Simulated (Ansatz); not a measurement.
C₃H₂AlF (SMILES C=C=[C-][Al+][F])

Input file:

```
basis:
  gaussian: {orbitals: def2-TZVPD}
crystal:
  periodic: [false, false, false]
  atoms:
    - {symbol: C, position_ang: [-3.341670, -2.539397, -2.278410]}
    - {symbol: C, position_ang: [-2.658027, -1.622385, -1.601794]}
    - {symbol: C, position_ang: [-1.895969, -0.763345, -1.029457]}
    - {symbol: Al, position_ang: [-2.004938, 0.438343, 0.365579]}
    - {symbol: F, position_ang: [-1.025596, 1.551572, 1.112236]}
    - {symbol: H, position_ang: [-3.328429, -3.589575, -1.972854]}
    - {symbol: H, position_ang: [-3.927897, -2.266156, -3.160489]}
hamiltonian: {xc: pbe0}
output: {forces: true, orbitals: {seedname: orbitals}}
```

Command:

```sh
ansatz run input.yaml --threads 1 --pin off --max-ram 2610MiB --events-out events.jsonl --progress --plain --runs-dir runs
```

Geometry: PBE0-D3(BJ)/def2-SVP.

Level of theory: isolated molecule in a Gaussian basis; Kohn-Sham density functional theory, functional PBE0 in Ansatz 0.2.0.

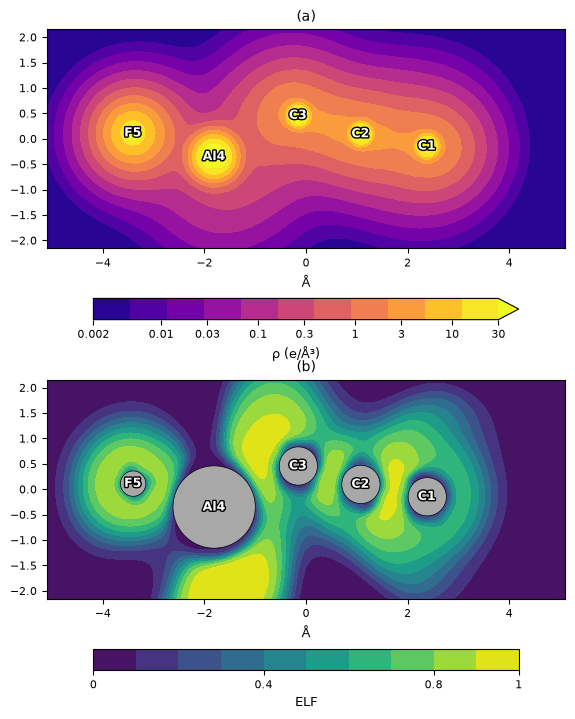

Figure 1. (a) total electron density; (b) electron localisation function on the plane of atoms C3, Al4 and F5. Grey discs cover the atomic cores in the ELF map.

Question: Interpret the plot.

Answer: The section cuts through C, Al and F sites.
C–C (1.28 Å): the density is about 2.5 e/Å³ at the midpoint; the ELF peaks at about 0.90 between the atoms; a short, multiple covalent bond.
Al–F (1.66 Å): ρ at the midpoint is about 0.9 e/Å³; the ELF peaks at about 0.85 in the valence shell of F, 0.5 Å from its nucleus, and is about 0.35 at the midpoint.
C–Al (1.84 Å): the density is about 0.74 e/Å³ at the midpoint; the ELF peaks at about 0.90 between the atoms, as expected for a polar covalent bond.
C–C (1.33 Å): ρ at the midpoint is about 2.3 e/Å³; the ELF peaks at about 0.90 between the atoms; a multiple bond.
The ELF also peaks beside F5, away from the bonds: lone-pair regions.

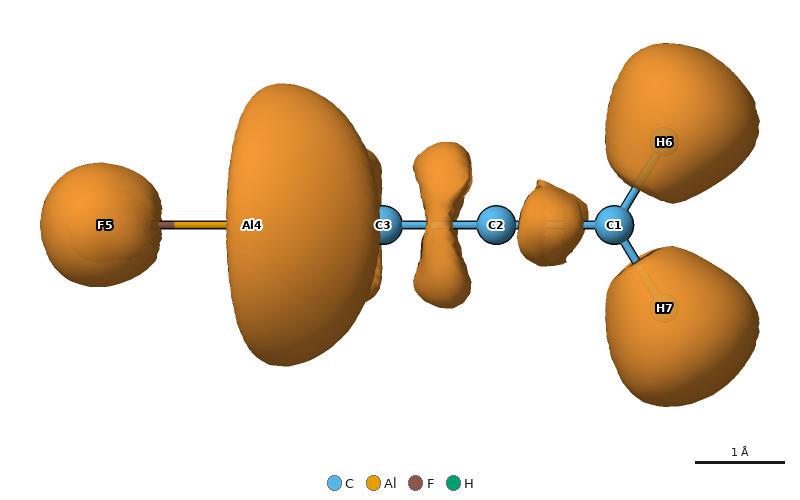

Figure 2. Isosurface of the electron localisation function at 0.8 (orange), seen at a tilt. Core shells and regions of very low density are left out.

Question: Where are the electrons localised?

Answer: The surface consists of two regions between bonded C–C atoms (shared pairs), two regions around hydrogen nuclei, one lobe on Al, pointing away from the bonds (lone pairs), one lobe on C, pointing away from the bonds (lone pairs) and one region wrapped around F (its valence shell).

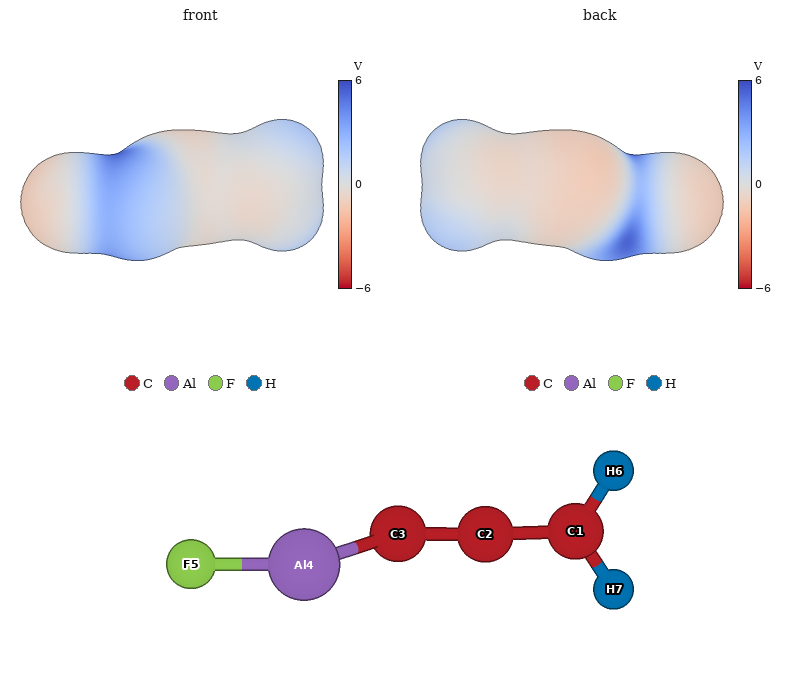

Figure 3. The molecular electrostatic potential painted on the density surface at 0.004 e/bohr³, seen from the front and from behind; the colour scale runs from red (negative) to blue (positive). The bare structure is drawn below in the same view.

Question: Where is the surface potential most negative and most positive?

Answer: The most negative region (about −1.1 V) lies over C3, the most positive (about +5.0 V) over Al4.

Question: How polar is the molecule by this calculation?

Answer: Its dipole moment is 1.79 D.
